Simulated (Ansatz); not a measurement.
Zn3HgS4

```xyz
16
Lattice="5.5249 0.0000 0.0000 0.0000 5.5249 0.0000 0.0000 0.0000 11.0005" Properties=species:S:1:pos:R:3 pbc="T T T"
Zn    0.0000    2.7625    2.7501
Zn    2.7625    0.0000    8.2504
S     1.2871    4.2378    4.0439
S     4.0495    1.4754    9.5441
Zn    0.0000    0.0000    5.5003
Zn    2.7625    2.7625    0.0000
S     1.2871    1.2871    6.9566
S     4.0495    4.0495    1.4564
Zn    2.7625    0.0000    2.7501
Zn    0.0000    2.7625    8.2504
S     4.2378    1.2871    4.0439
S     1.4754    4.0495    9.5441
Hg    0.0000    0.0000    0.0000
Hg    2.7625    2.7625    5.5003
S     1.4754    1.4754    1.4564
S     4.2378    4.2378    6.9566
```

Space group I-42m; started from the ordered alloy on zincblende lattice prototype, which need not be the ambient phase.

Theory: DFT, PBE with spin-orbit coupling, plane waves, PAW in Ansatz 0.2.0.

### What will maps of the valence pseudo-density and electron localisation function show?

Zn–S (2.33 Å): ρ at the midpoint is about 0.51 e/Å³; the ELF peaks at about 0.90 in the valence shell of S, 0.9 Å from its nucleus, and is about 0.55 at the midpoint.
Hg–S (2.54 Å): the density is about 0.47 e/Å³ at the midpoint; the ELF peaks at about 0.85 in the valence shell of S, 0.8 Å from its nucleus, and drops to about 0.20 between the two atoms.

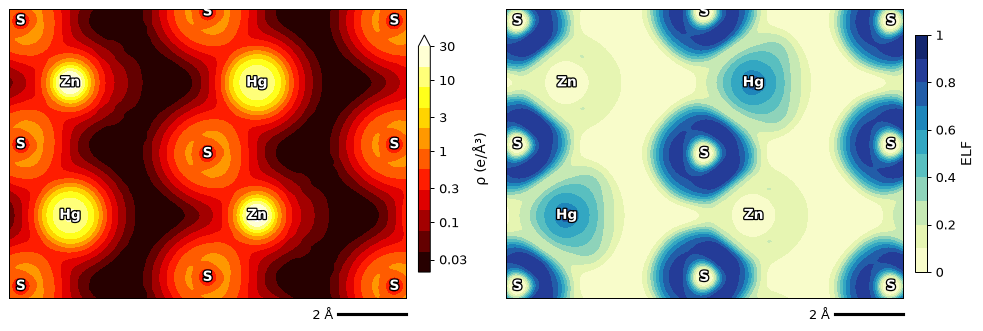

Computed valence pseudo-density and electron localisation function on the (110) plane of the conventional cell, in this order. 

Core electrons are frozen (PAW), and the valence fields are smoothed inside the atomic spheres.
